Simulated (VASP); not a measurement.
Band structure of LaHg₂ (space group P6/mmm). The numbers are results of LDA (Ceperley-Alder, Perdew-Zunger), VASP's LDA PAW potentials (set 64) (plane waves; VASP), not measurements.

Unless said otherwise, spin-orbit coupling is left out, though it shifts the bands of the heavy elements here.

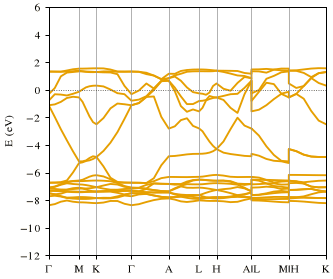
Figure. Bands along high-symmetry lines, zero at the valence-band maximum or, without a gap, the Fermi level

Q: Read the plot: is there a gap, and where are the band edges?

A: It has no gap at this level: it comes out as a metal or semimetal.

The structure comes from a computed database's LaHg2 entry (P6/mmm); how it stands against other phases isn't given here. The cell was not relaxed at this level. The electron count is odd and the run is not spin-polarised, which forces a metal.
